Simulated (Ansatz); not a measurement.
Band structure of NbN (P6/mmm, 6 atoms in the cell).

```
NbN
1.0
    4.73067     0.00000     0.00000
   -2.36533     4.09688     0.00000
    0.00000     0.00000     3.81724
N Nb
3 3
Direct
  0.50000   0.00000   0.00000
  0.50000   0.50000   0.00000
  0.00000   0.50000   0.00000
  0.00000   0.00000   0.00000
  0.33333   0.66667   0.50000
  0.66667   0.33333   0.50000
```

Method: PBE (plane waves, PAW; Ansatz, an electronic-structure program).

Settings: basis.ecutwfc = 30.9 Ry; kpoints.mp_grid.grid = 8 8 9; hamiltonian.xc = pbe; hamiltonian.pseudopotentials = {kind: paw} (the program's default PAW files); scf.occupations.method = fermi_dirac; scf.occupations.width = 0.0073 Ry; kpoints.band_path.npoints = 16.

The starting cell was generated: these elements placed on a structure prototype, without a prior relaxation; it need not be a known phase or ordering of this composition. Its lattice was rescaled by a random factor within 2.5 % of one. Spin polarisation is off.

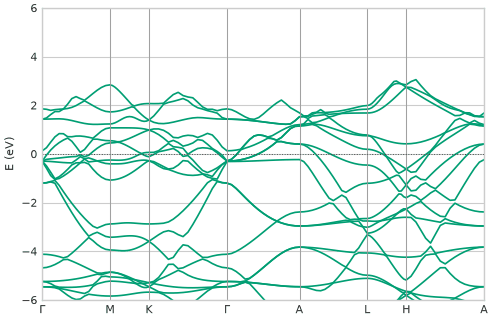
Figure. Bands along the path, energies from the Fermi level.

Levels in eV from the Fermi level, bands 24 to 31:
```csv
point,24,25,26,27,28,29,30,31
Γ,-1.20,-0.31,-0.30,-0.30,-0.29,-0.29,0.13,1.43
M,-2.88,-1.08,-0.41,-0.25,0.45,0.54,1.07,1.23
K,-2.88,-0.28,-0.28,-0.12,0.06,0.98,0.98,1.39
A,-2.39,-0.23,0.40,0.40,1.14,1.14,1.20,1.53
L,-2.76,-2.66,-1.21,-0.46,0.19,0.74,0.78,1.68
H,-2.27,-1.80,-1.28,-1.28,-0.62,-0.62,0.41,2.74
```

Bands cross the Fermi level along this path, so the cell is metallic at this level.

Keys are those of Ansatz 0.2.
